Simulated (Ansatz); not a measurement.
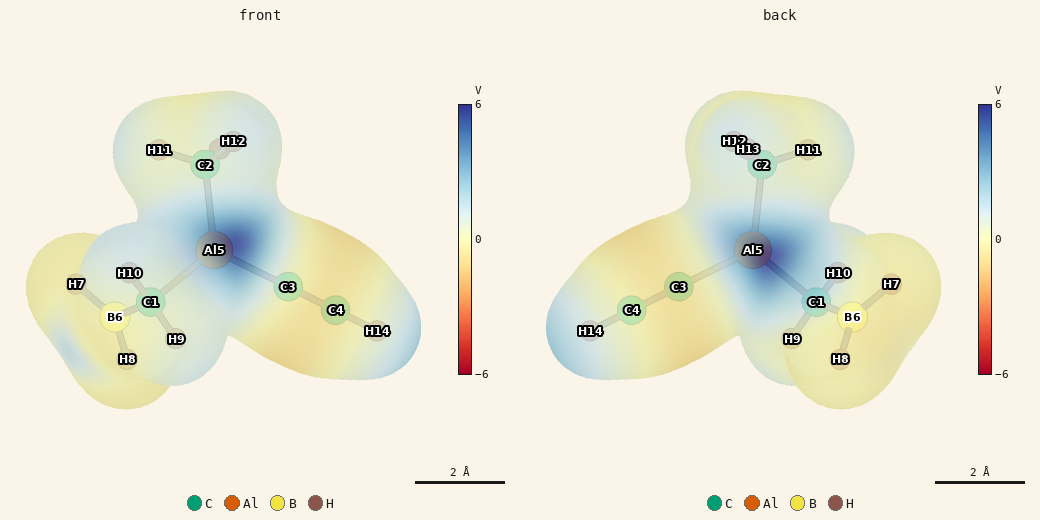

*C$_{4}$H$_{8}$AlB (SMILES B[CH2][Al]([CH3])[C]#C). The electrostatic potential painted on the density surface at 0.004 e/bohr³, seen from the front and from behind; red is negative and blue positive.*

Geometry: B3LYP-D3(BJ)/def2-SVP.

Computed with isolated molecule in a Gaussian basis; Kohn-Sham density functional theory, functional PBE0 (Ansatz 0.2.0).

```yaml
atoms:
  - { symbol: C, position_ang: [-2.1001, 0.3330, 2.2021] }
  - { symbol: C, position_ang: [1.0669, 1.4926, 1.4811] }
  - { symbol: C, position_ang: [0.1827, -1.6716, 0.8379] }
  - { symbol: C, position_ang: [0.4697, -2.7897, 0.4352] }
  - { symbol: Al, position_ang: [-0.2711, 0.0773, 1.4697] }
  - { symbol: B, position_ang: [-2.8735, 0.8688, 1.0114] }
  - { symbol: H, position_ang: [-2.8721, 2.0528, 0.7538] }
  - { symbol: H, position_ang: [-3.4200, 0.1178, 0.2354] }
  - { symbol: H, position_ang: [-2.3689, -0.6745, 2.5580] }
  - { symbol: H, position_ang: [-1.9127, 1.0459, 3.0234] }
  - { symbol: H, position_ang: [0.6482, 2.4768, 1.7453] }
  - { symbol: H, position_ang: [1.8710, 1.2636, 2.2033] }
  - { symbol: H, position_ang: [1.5542, 1.5801, 0.4944] }
  - { symbol: H, position_ang: [0.7211, -3.7731, 0.0796] }
```

Describe the electrostatic potential map.

Answer. The most negative region (about −0.9 V) lies over C3 and C4, the most positive (about +5.3 V) over Al5.

How polar is the molecule by this calculation?

Answer. Its dipole moment is 1.60 D.
